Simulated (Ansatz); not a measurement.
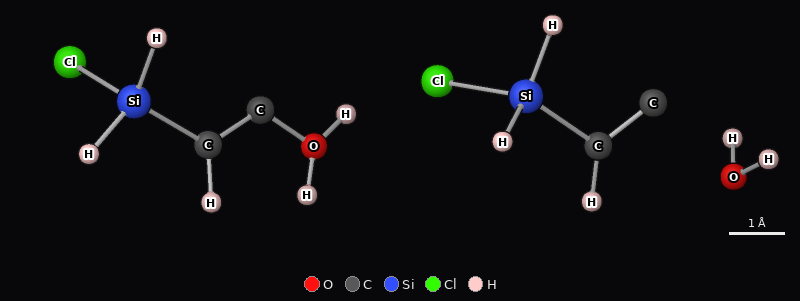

Two geometries of C$_{2}$H$_{5}$ClOSi, drawn at one scale. One is the start of a relaxation, the other its converged end. Style: ball-and-stick. Shown at a tilt.

All numbers below come from RKS CAM-B3LYP-D4/def2-SVP in Ansatz 0.2.0. (no spin polarisation; force threshold 0.02 eV/Å; at most 50 steps)

Q: Which geometry has the lower energy?

A: The right one is the relaxed one. The run prepares an end point of a later path (hydrogen shift) calculation, from a guessed geometry. An H atom moves most after the best rigid fit: 1.68 Å. By element the largest moves are H 1.68 Å, Cl 0.77 Å, O 0.69 Å, C 0.52 Å, Si 0.17 Å. Near-neighbour distances that change, for instance: C–O 1.310 → 2.349 Å, H–O 1.010 → 0.967 Å, Cl–Si 2.107 → 2.069 Å, C–C 1.333 → 1.295 Å. Bonds break: C–O (1.31 → 2.35 Å). Among the angles between lasting bonds that change: H–O–H 145.9° → 102.9°, C–C–Si 125.6° → 108.7°, C–Si–Cl 100.3° → 109.4°. Groups turn about C–Si by about 45°. Over 22 accepted moves (26 points after the start) the energy falls by 2.027 eV. The largest force component goes from 5.9 to 0.0075 eV/Å. The line search rejected the trial steps at points 8, 18, 20, 21 of the run.
